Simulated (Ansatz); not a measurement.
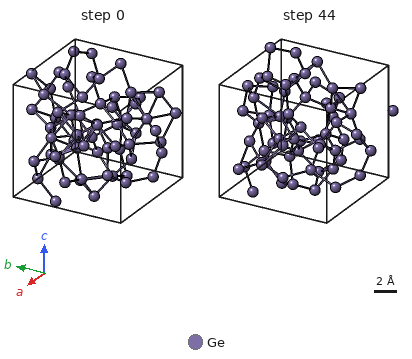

The structure of an amorphous cell of composition Ge64 before (left) and after (right) a relaxation, at one scale.

A ball-and-stick model of the cell of the calculation, seen from a free direction.

All numbers below come from Ansatz 0.2.0, DFT, PBEsol, PAW, plane waves. (plane-wave cutoff 420 eV; k-point mesh 1 × 1 × 1; no spin polarisation; atoms relaxed in a fixed cell; force threshold 0.03 eV/Å; at most 80 steps)

**What changed between the two?**

The largest move is that of a Ge atom, 1.75 Å along [0 −3 2]. The lattice vectors keep their values. Some distances before and after: Ge–Ge 4.964 → 2.594 Å, Ge–Ge 2.644 → 4.897 Å, Ge–Ge 4.771 → 2.525 Å, Ge–Ge 4.495 → 2.531 Å. New bonds form: Ge–Ge (3.13 → 2.54 Å), Ge–Ge (3.20 → 2.52 Å), Ge–Ge (3.22 → 2.56 Å), Ge–Ge (3.25 → 2.55 Å). Bonds break: Ge–Ge (2.56 → 3.37 Å), Ge–Ge (2.58 → 4.06 Å), Ge–Ge (2.62 → 3.94 Å), Ge–Ge (2.64 → 3.86 Å). Bond angles that change, for instance: Ge–Ge–Ge 136.3° → 59.4°, Ge–Ge–Ge 148.7° → 83.9°, Ge–Ge–Ge 103.8° → 167.3°. After 44 geometry steps the energy has fallen by 10.669 eV per cell of the calculation. Largest force component: 1.3 eV/Å at the start, 0.019 eV/Å at the end. The forces were under the threshold at step 35, but the run went on from there. The run took 46 s on 1 × NVIDIA GB300 with 8 threads of Arm Neoverse-V2, peak memory 2 GiB.
